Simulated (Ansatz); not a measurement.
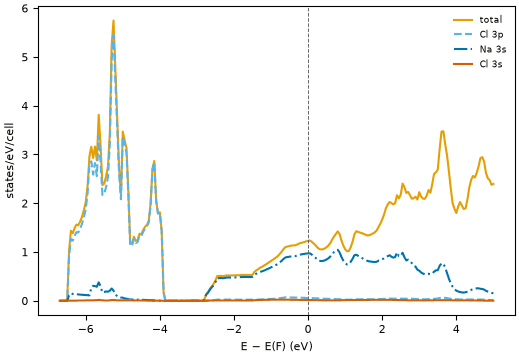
Figure. Total and projected density of states of Na₃Cl in space group P4/mmm (No. 123; Na on 1b, Na on 2h, Cl on 1a), DFT-PBEsol in the program Ansatz with PAW potentials

Q: Which orbitals carry the states next to the Fermi level?

A: Within 0.5 eV of the Fermi level: Na 3s 79 %, outside the projected shells 15 %. Projections are on Löwdin-orthogonalised atomic valence shells; empty p or d shells of many metals are not among them.

Q: Where is the tallest occupied peak in this window, and what makes it?

A: Near -5.2 eV, about 5.7 states/eV per cell; the largest projected share is Cl 3p.

The first step of the workflow began from a Materials Project structure, measured or hypothetical; the Crystallography Open Database copy checked does not list it. Whether it is the stable phase at ambient conditions was not checked. The PBEsol relaxation kept the symmetry of its start; of distortions, only those at the zone centre were tested.

Potentials: the later of the program's two PAW sets.
